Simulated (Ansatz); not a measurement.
# CHClInNO (SMILES O=C=[N][InH][Cl]): SVWN5/def2-SVP (core potential)

What is the energy change on altering one bond length of CHClInNO at SVWN5/def2-SVP (core potential)? 

The results are computed with Ansatz 0.2.0.

147 further runs of the same task are left out: 6 that didn't finish, 141 set aside as unsound or not needed. Runs told in other sessions of the task aren't counted.

## (1) Starting point

CHClInNO has 6 atoms, charge 0, and is taken as a singlet. As SMILES, `O=C=[N][InH][Cl]`. The shape is that of a PBE0-D4/def2-TZVP optimisation. This is one conformer, not always the lowest.

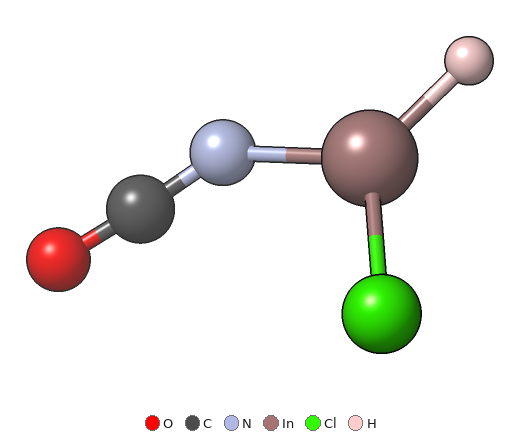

The structure, seen from a chosen angle (oxygen red, carbon dark grey, nitrogen light blue, indium brown, chlorine green, hydrogen pink).

## (2) The energy at SVWN5/def2-SVP (core potential)

Input file in.yaml:

```yaml
crystal:
  periodic: [false, false, false]
  atoms:
    - {symbol: O, position_ang: [1.628000, -2.320400, 0.058100]}
    - {symbol: C, position_ang: [0.896600, -1.470900, 0.379300]}
    - {symbol: N, position_ang: [0.136700, -0.626900, 0.782100]}
    - {symbol: In, position_ang: [-0.744200, 1.027900, 0.031300]}
    - {symbol: Cl, position_ang: [-0.127000, 1.382000, -2.172000]}
    - {symbol: H, position_ang: [-1.790100, 2.008300, 0.921200]}
basis:
  gaussian:
    orbitals: def2-SVP
total_charge: 0
magnetization:
  spin_polarized: false
  initial_magnetization: 0
hamiltonian:
  xc: {name: SVWN5}
accuracy: high
output:
  orbitals: {seedname: orbitals}
```

Started as:

```
ansatz run in.yaml --threads 1 --pin off --max-ram 3480MiB --events-out events.jsonl --progress --plain --runs-dir runs
```

Standard output:

```text
Warning: RAYON_NUM_THREADS=1 ignored (pool sized by the plan → 1); use --threads N
Functional definition: SVWN5
  name "SVWN5"
  exchange = slater_x
  correlation = vwn5_c
2019 factors; integrals over basis functions are off by at most 7.1e-9 eV
mean field evaluation 1: about -22188.3599 eV, gradient 6.2e1 eV
mean field evaluation 2: about -22107.5189 eV, gradient 1.6e2 eV
mean field evaluation 4: about -22194.5949 eV, gradient 2.9e1 eV
mean field evaluation 8: about -22196.3937 eV, gradient 4.4e-1 eV
mean field evaluation 16: about -22196.3888 eV, gradient 2.2e-5 eV
mean field -22196.38878555 eV, -815.7022426161 hartree, gradient 2.1e-8 eV, S^2 0.000000; 0 other end points of the search recorded, 0 dependent functions left out
reference -22196.38878940 eV, -815.7022427577 hartree; 30, 30 occupied and 61, 61 virtual orbitals, 2019 factors
Total energy: -22196.38878940 eV, -815.7022427577 hartree
```

Run time: 6 s. Hardware: 1 thread of Arm Neoverse V1, shared host; peak memory 0.23 GiB.

## (3) The distorted shape, same level

Input file job.yaml:

```yaml
crystal:
  periodic: [false, false, false]
  atoms:
    - {symbol: O, position_ang: [1.941769, -2.614519, -0.208869]}
    - {symbol: C, position_ang: [1.210369, -1.765019, 0.112331]}
    - {symbol: N, position_ang: [0.450469, -0.921019, 0.515131]}
    - {symbol: In, position_ang: [-0.430431, 0.733781, -0.235669]}
    - {symbol: Cl, position_ang: [0.186769, 1.087881, -2.438969]}
    - {symbol: H, position_ang: [-1.790100, 2.008300, 0.921200]}
basis:
  gaussian:
    orbitals: def2-SVP
output: {orbitals: {seedname: orbitals}}
accuracy: high
hamiltonian:
  xc: {name: SVWN5}
```

Started as:

```
ansatz run job.yaml --threads 1 --pin off --max-ram 3480MiB --events-out events.jsonl --progress --plain --runs-dir runs
```

Standard output:

```text
Warning: RAYON_NUM_THREADS=1 ignored (pool sized by the plan → 1); use --threads N
Functional definition: SVWN5
  name "SVWN5"
  exchange = slater_x
  correlation = vwn5_c
2011 factors; integrals over basis functions are off by at most 7.7e-9 eV
mean field evaluation 1: about -22187.5209 eV, gradient 6.2e1 eV
mean field evaluation 2: about -22080.0406 eV, gradient 1.7e2 eV
mean field evaluation 4: about -22193.8340 eV, gradient 2.8e1 eV
mean field evaluation 8: about -22195.5210 eV, gradient 4.9e-1 eV
mean field evaluation 16: about -22195.5134 eV, gradient 1.2e-4 eV
mean field -22195.51337830 eV, -815.6700719931 hartree, gradient 2.4e-8 eV, S^2 0.000000; 0 other end points of the search recorded, 0 dependent functions left out
reference -22195.51338218 eV, -815.6700721359 hartree; 30, 30 occupied and 61, 61 virtual orbitals, 2011 factors
Total energy: -22195.51338218 eV, -815.6700721359 hartree
```

It took 6 s on 1 thread of Arm Neoverse V1, shared host; peak memory 0.22 GiB.

## (4) What came out

At SVWN5/def2-SVP (core potential):

```
                                                          quantity          value
                                         first shape: total energy  -815.70224 Eh
                                          first shape: HOMO energy       -7.22 eV
                                          first shape: LUMO energy       -2.89 eV
                                        first shape: HOMO–LUMO gap        4.34 eV
                                     distorted shape: total energy  -815.67007 Eh
                                      distorted shape: HOMO energy       -7.33 eV
                                      distorted shape: LUMO energy       -3.82 eV
                                    distorted shape: HOMO–LUMO gap        3.50 eV
energy change with the In4–H6 bond stretched from 1.687 to 2.194 Å       0.875 eV
```

What this shows: With the In4–H6 bond stretched from 1.687 to 2.194 Å the energy rises by 0.88 eV (20.2 kcal/mol). The first shape isn't relaxed at this level, so the change isn't measured from a minimum.
